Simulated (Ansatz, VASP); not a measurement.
# SrTlBr3 in two plane-wave programs, part 2 of 2

Wanted: the spread between two codes on one cell, functional and k mesh. The cell is invented: As first built, before any earlier steps moved the atoms (in the runner's words): it takes the RbSrCl3 structure with some of its atoms replaced by other elements, volume scaled by an estimate. It may not be a known or stable phase. The cell is taken from a series of VASP runs on this material, whose earlier steps may have relaxed, scaled or displaced it; both programs get it as it stands. Valence electrons are named where the data sets of a main pair hold unlike numbers.

VASP 6.6.1 and Ansatz 0.2.0.

So far. Step 2 (Ansatz: single point, BLYP): The run ends at a pressure of 0.02 GPa. Step 3 (VASP: single point, BLYP): The run ends at a pressure of 0.00 GPa.

## (6) Ansatz: band structure, BLYP

Level of this step: Ansatz beside VASP: Kohn-Sham DFT, plane waves, BLYP (Ansatz).

The same cell, functional (in two slightly different forms), mesh and smearing now go to Ansatz, which takes its cutoff from its data sets.

The cell is taken from a series of VASP runs on this material, whose earlier steps may have relaxed, scaled or displaced it; both programs get it as it stands.

input.yaml reads:

```yaml
crystal:
  lattice:
    - [6.0756620906, 0.0, 0.0]
    - [0.0, 6.0756620906, 0.0]
    - [0.0, 0.0, 6.0756620906]
  atoms:
    - { symbol: Tl, position: [0.5, 0.5, 0.5] }
    - { symbol: Sr, position: [0.0, 0.0, 0.0] }
    - { symbol: Br, position: [0.5, 0.0, 0.0] }
    - { symbol: Br, position: [0.0, 0.5, 0.0] }
    - { symbol: Br, position: [0.0, 0.0, 0.5] }
hamiltonian:
  xc: blyp
  pseudopotentials: { kind: paw }
kpoints:
  mp_grid: { grid: [5, 5, 5] }
  band_path:
    path:
      - [0.0, 0.0, 0.0]
      - [0.0, 0.1, 0.0]
      - [0.0, 0.2, 0.0]
      - [0.0, 0.3, 0.0]
      - [0.0, 0.43333, 0.0]
      - [0.0, 0.5, 0.0]
      - [0.1, 0.5, 0.0]
      - [0.2, 0.5, 0.0]
      - [0.33333, 0.5, 0.0]
      - [0.43333, 0.5, 0.0]
      - [0.5, 0.5, 0.0]
      - [0.36667, 0.36667, 0.0]
      - [0.26667, 0.26667, 0.0]
      - [0.16667, 0.16667, 0.0]
      - [0.06667, 0.06667, 0.0]
      - [0.03333, 0.03333, 0.03333]
      - [0.13333, 0.13333, 0.13333]
      - [0.23333, 0.23333, 0.23333]
      - [0.33333, 0.33333, 0.33333]
      - [0.46667, 0.46667, 0.46667]
      - [0.5, 0.5, 0.5]
      - [0.46667, 0.5, 0.46667]
      - [0.36667, 0.5, 0.36667]
      - [0.23333, 0.5, 0.23333]
      - [0.13333, 0.5, 0.13333]
      - [0.03333, 0.5, 0.03333]
      - [0.5, 0.5, 0.03333]
      - [0.5, 0.5, 0.16667]
      - [0.5, 0.5, 0.26667]
      - [0.5, 0.5, 0.36667]
      - [0.5, 0.5, 0.5]
    npoints: 1
scf:
  occupations: { method: gaussian, width: 0.05 }
  n_extra_bands: 8
output:
  forces: true
  stress: true
  eigenvalues: true
```

The run is started by

```
> ansatz run input.yaml --threads 2 --pin off --max-ram 4608MiB --backend cpu --events-out ev --progress --plain --runs-dir out
```

Numbers of over 12 decimals in the logs are rounded to 6 here.

Log:

```text
[...]
Crystal: 5 atoms, lattice volume = 224.275 Å³
Basis set: ecut = 420 eV, 4385 PW (Γ), exchange–correlation on 90×90×90 points (8 copies of the dense FFT grid, shifted against one another)
Bands: 30, of which v1, the nominal top of the filled ones, is band 22 counted from 1 (21 counted from 0)
Symmetry: 48 space group operations
[...]
k-points: 10 of 125
[...]
k-point 0: bands = [... 18 lower, 0.9360, 1.0441, 1.0441, 1.0441, 5.4507, 5.4507, 5.4507, 6.6426, ... 4 higher]
  k-point 1: bands = [... 18 lower, 0.8758, 0.9105, 1.0253, 1.0253, 4.9463, 5.3347, 5.3347, 6.7151, ... 4 higher]
  k-point 2: bands = [... 18 lower, 0.7823, 0.8702, 1.0321, 1.0321, 4.4091, 5.1767, 5.1767, 6.7667, ... 4 higher]
  k-point 9: bands = [... 18 lower, 0.1404, 1.2705, 1.2705, 1.2942, 5.0734, 5.2986, 5.2986, 8.0240, ... 4 higher]
[key lines of the parts left out:]
SCF converged after 6 iterations
Free energy (F): -23421.400876 eV
Fermi energy:    2.851734 eV
P = ⅓ Tr σ = 0.0162 GPa (0.162 kbar)
```

Wall time 4 s (2 threads of Arm Neoverse V2, shared host); peak memory 0.46 GiB; 7.7 s of CPU time.

## (7) Side by side

The two programs side by side:

```tsv
quantity	Ansatz	VASP	difference
pressure (GPa)	0.02	-0.01	+0.02
gap over the path points (eV)	2.995	2.999	-0.004
```

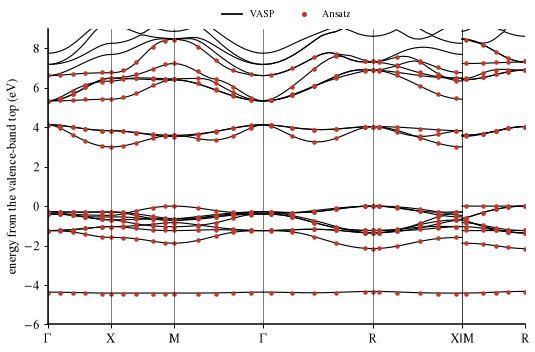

Bands from VASP (lines) and levels from Ansatz (dots). Dots without a line are higher empty bands that the VASP plot leaves out.

Levels at points of the path, from each program's valence-band top (eV; 4 filled, then empty):

```tsv
k (reciprocal lattice)	Ansatz	VASP
0.000 0.000 0.000	-0.40 -0.29 -0.29 -0.29 4.12 4.12 4.12	-0.40 -0.29 -0.29 -0.29 4.12 4.12 4.12
0.000 0.100 0.000	-0.41 -0.35 -0.30 -0.30 3.94 4.08 4.08	-0.41 -0.34 -0.30 -0.30 3.95 4.09 4.09
0.000 0.200 0.000	-0.46 -0.42 -0.31 -0.31 3.61 4.00 4.00	-0.46 -0.42 -0.31 -0.31 3.62 4.00 4.00
0.000 0.300 0.000	-0.53 -0.45 -0.31 -0.31 3.29 3.91 3.91	-0.53 -0.45 -0.31 -0.31 3.30 3.91 3.91
0.000 0.433 0.000	-0.55 -0.47 -0.30 -0.30 3.03 3.83 3.83	-0.55 -0.47 -0.30 -0.30 3.03 3.83 3.83
0.000 0.500 0.000	-0.55 -0.47 -0.30 -0.30 3.00 3.82 3.82	-0.55 -0.47 -0.30 -0.30 3.00 3.82 3.82
0.100 0.500 0.000	-0.56 -0.39 -0.35 -0.33 3.05 3.79 3.79	-0.55 -0.39 -0.35 -0.32 3.05 3.79 3.79
0.200 0.500 0.000	-0.60 -0.48 -0.39 -0.24 3.19 3.71 3.72	-0.59 -0.48 -0.39 -0.24 3.20 3.72 3.73
0.333 0.500 0.000	-0.65 -0.64 -0.52 -0.08 3.43 3.60 3.63	-0.65 -0.64 -0.52 -0.08 3.43 3.60 3.64
0.433 0.500 0.000	-0.70 -0.64 -0.61 -0.01 3.54 3.56 3.59	-0.70 -0.64 -0.61 -0.01 3.54 3.56 3.59
```

Among the levels compared at these points, filled levels agree within 6 meV and empty ones within 6 meV. Ansatz's pressure holds a Pulay correction of 0.01 GPa; VASP's holds none.

## (8) Ansatz: electric field gradients, BLYP

Field gradients test the density near the nuclei, where the PAW reconstruction matters most.

The cell is taken from a series of VASP runs on this material, whose earlier steps may have relaxed, scaled or displaced it; both programs get it as it stands.

input.yaml, the sections that differ from step 6:

```yaml
kpoints:
  mp_grid: { grid: [4, 4, 4] }
scf:
  occupations: { method: gaussian, width: 0.05 }
  n_extra_bands: 5
output:
  forces: true
  stress: true
  eigenvalues: true
  efg: {}
# crystal, hamiltonian: as in step 6
```

Log:

```text
[...]
Sr, Tl: output.efg is read without spin–orbit coupling, which moves field gradients at and beside such atoms by some per cent and up to a factor of two; PAW files take it under magnetization.noncollinear and magnetization.spin_orbit
[...]
Crystal: 5 atoms, lattice volume = 224.275 Å³
[...]
k-point 0: bands = [... 18 lower, 0.9361, 1.0441, 1.0441, 1.0441, 5.4507, 5.4507, 5.4507, 6.6425, ... 1 higher]
  k-point 1: bands = [... 18 lower, 0.8306, 0.8993, 1.0252, 1.0252, 4.7789, 5.2884, 5.2884, 6.7289, ... 1 higher]
  k-point 2: bands = [... 18 lower, 0.7821, 0.8636, 1.0346, 1.0346, 4.3311, 5.1520, 5.1520, 6.7757, ... 1 higher]
  k-point 9: bands = [... 18 lower, 0.1028, 1.3358, 1.3358, 1.3358, 5.3609, 5.3609, 5.3609, 8.2128, ... 1 higher]
[key lines of the parts left out:]
SCF converged after 6 iterations
Free energy (F): -23421.400563 eV
Fermi energy:    2.833683 eV
P = ⅓ Tr σ = 0.0173 GPa (0.173 kbar)
```

Wall time 2.7 s (2 threads); peak memory 0.52 GiB; 4.7 s of CPU time.

The run ends at a pressure of 0.02 GPa.

## (9) VASP: electric field gradients, BLYP

The same cell, functional (in two slightly different forms), mesh and smearing now go to VASP, with its own data sets.

INCAR reads:

```
SYSTEM = SrTlBr3
PREC = Accurate
ENCUT = 400
EDIFF = 1E-07
NELM = 100
ISMEAR = 0
SIGMA = 0.05
LREAL = .FALSE.
ALGO = Normal
GGA = B5
ALDAX = 1
AGGAX = 1
AGGAC = 1
ALDAC = 0
NBANDS = 28
LORBIT = 11
LWAVE = .FALSE.
LCHARG = .FALSE.
KPAR = 2
LEFG = .TRUE.
LASPH = .TRUE.
```

POSCAR reads:

```
SrTlBr3
1.0
    6.0756620906      0.0000000000      0.0000000000
    0.0000000000      6.0756620906      0.0000000000
    0.0000000000      0.0000000000      6.0756620906
Tl Sr Br
1 1 3
Direct
    0.5000000000      0.5000000000      0.5000000000
    0.0000000000      0.0000000000      0.0000000000
    0.5000000000      0.0000000000      0.0000000000
    0.0000000000      0.5000000000      0.0000000000
    0.0000000000      0.0000000000      0.5000000000
```

KPOINTS reads:

```
Automatic mesh
0
Gamma
4 4 4
0 0 0
```

PAW data sets: Tl_d, Sr_sv and Br (PBE family, release 64).

The run is started by

```
> mpirun -np 2 vasp_std
```

Log:

```text
[... set-up lines as in an earlier step ...]
 entering main loop
       N       E                     dE             d eps       ncg     rms          rms(c)
DAV:   1     0.265125222556E+03    0.26513E+03   -0.16652E+04   560   0.107E+03
DAV:   2     0.509485108207E+01   -0.26003E+03   -0.25431E+03   724   0.243E+02
DAV:   3    -0.155355097527E+02   -0.20630E+02   -0.20561E+02   648   0.657E+01
DAV:   4    -0.165127280909E+02   -0.97722E+00   -0.97644E+00   968   0.113E+01
[...]
DAV:  13    -0.151673688362E+02   -0.46068E-05   -0.84832E-06   720   0.134E-02    0.186E-02
DAV:  14    -0.151673708503E+02   -0.20141E-05   -0.48918E-06   628   0.117E-02    0.174E-03
DAV:  15    -0.151673708601E+02   -0.98476E-08   -0.14441E-07   560   0.196E-03
ion   1
     0.0000000     0.0000000     0.0000000     0.0000000     0.0000000     0.0000000
     0.0000685     0.0000000     0.0000000     0.0000000     0.0000000     0.0000000
     0.0000943     0.0000000     0.0000000     0.0000000     0.0000000     0.0000000
     0.0001298     0.0000000     0.0000000     0.0000000     0.0000000     0.0000000
[...]
0.0000000     0.0000000     0.0000000    16.9957313     0.0000000    29.4374701
     0.0000501     0.0000000     0.0000000    16.9949859     0.0000000    29.4361790
     0.0000689     0.0000000     0.0000000    16.9945770     0.0000000    29.4354709
     0.0000949     0.0000000     0.0000000    16.9939198     0.0000000    29.4343325
     0.0001307     0.0000000     0.0000000    16.9928688     0.0000000    29.4325122

ion   5
     0.0000000    -0.0000000    -0.0000000     0.1404411     0.0000000    -0.0000000
     0.0000501    -0.0000000    -0.0000000     0.1404411     0.0000000    -0.0000000
     0.0000689    -0.0000000    -0.0000000     0.1404411     0.0000000    -0.0000000
     0.0000949    -0.0000000    -0.0000000     0.1404411     0.0000000    -0.0000000
     0.0001307    -0.0000000    -0.0000000     0.1404412     0.0000000    -0.0000000

     0.0000000    -0.0000000     0.0000000   -33.9914626    -0.0000000    -0.0000000
     0.0000501    -0.0000000     0.0000000   -33.9899717    -0.0000000    -0.0000000
     0.0000689    -0.0000000     0.0000000   -33.9891541    -0.0000000    -0.0000000
     0.0000949    -0.0000000     0.0000000   -33.9878396    -0.0000000    -0.0000000
     0.0001307    -0.0000000     0.0000000   -33.9857377    -0.0000000    -0.0000000

   1 F= -.15167371E+02 E0= -.15167371E+02  d E =-.766397E-12
```

Parts of OUTCAR (step 9):

```text
  Total       -0.0043116     -0.0043116     -0.0043116     -0.0000000      0.0000000     -0.0000000
  in kB       -0.0308009     -0.0308009     -0.0308009     -0.0000000      0.0000000     -0.0000000
  external PRESSURE =      -0.0308009 kB  Pullay stress =       0.0000000 kB

  FREE ENERGIE OF THE ION-ELECTRON SYSTEM (eV)
  ---------------------------------------------------
  free  energy   TOTEN  =       -15.1673708601 eV

  energy  without entropy=      -15.1673708601  energy(sigma->0) =      -15.16737086

[... 3 parts as in an earlier step ...]

[... 1 further part left out ...]
[key lines of the parts left out:]
E-fermi :  -0.6140
```

The run ends at a pressure of 0.00 GPa.

## (10) Side by side

What differs besides the data sets and the points named for the pairs above, as far as they apply: Ansatz adds the response of the frozen cores to the gradients, VASP leaves it out. Total energies have different zeros and are not compared.

Both answers:

```tsv
quantity	Ansatz	VASP	difference
pressure (GPa)	0.02	0.00	+0.02
gap on the k mesh (eV)	2.995	2.999	-0.004
Vzz at Br3 (V/Å²)	50.6	44.1	+6.5
Vzz at Br4 (V/Å²)	50.6	44.1	+6.5
Vzz at Br5 (V/Å²)	50.6	44.1	+6.5
```

A gap on the mesh is an upper bound, since the band edges may lie between its points; neither run holds spin-orbit coupling, which can move the band edges of a compound of Tl. Ansatz's pressure holds a Pulay correction of 0.01 GPa; VASP's holds none.

## (11) What the set-up changes

Further runs change the set-up of one program: Ansatz's method, potentials or start, or VASP's data sets, cutoff or form of LDA. The table gives Ansatz less VASP for each quantity, since a change that brings one quantity closer may part another.

```tsv
run	pressure (GPa)	gap on the k mesh (eV)	Vzz at Br3 (V/Å²)	Vzz at Br4 (V/Å²)	Vzz at Br5 (V/Å²)
as above	0.020	-0.0036	6.5	6.5	6.5
cores kept as stored	0.028	-0.0040	1.9	1.9	1.9
Ansatz's larger PAW set (cutoff 800 eV)	0.016	-1.4e-4	5.7	5.7	5.7
```

## (12) What came out

- difference in gap on the k mesh (single point, BLYP): -0.0039 eV
- largest difference of a filled level at the path points (band structure, BLYP): 6.5 meV
- difference in Vzz at Br3 (electric field gradients, BLYP): 6.5 V/Å²

The largest difference of a filled level at the path points is 6.5 meV (band structure, BLYP), within the 80 meV picked in this series as the mark of a large difference. Electric field gradients, BLYP, cores kept as stored: the difference in pressure goes from 0.020 to 0.028 GPa; the difference in Vzz at Br3 goes from 6.5 to 1.9 V/Å²; the difference in Vzz at Br4 goes from 6.5 to 1.9 V/Å²; the difference in Vzz at Br5 goes from 6.5 to 1.9 V/Å². Electric field gradients, BLYP, Ansatz's larger PAW set (cutoff 800 eV): the difference in gap on the k mesh goes from -0.0036 to -1.4e-4 eV. 1 further run of this series is not shown here. How closely two codes agree says nothing of how well the functional describes the real material.

[Lines on the potential files, build, host, timing and source positions are cut from VASP's logs without a mark.]

[Logs are printed without paths, hosts, clocks, repeated set-up lines and the standing remarks that a program may print on its own settings, such as how far it seeks lower states.]

[Hosts, paths, dates, database ids (printed as entryN), source tags and the programs' standing remarks are cut or masked in the printed files.]
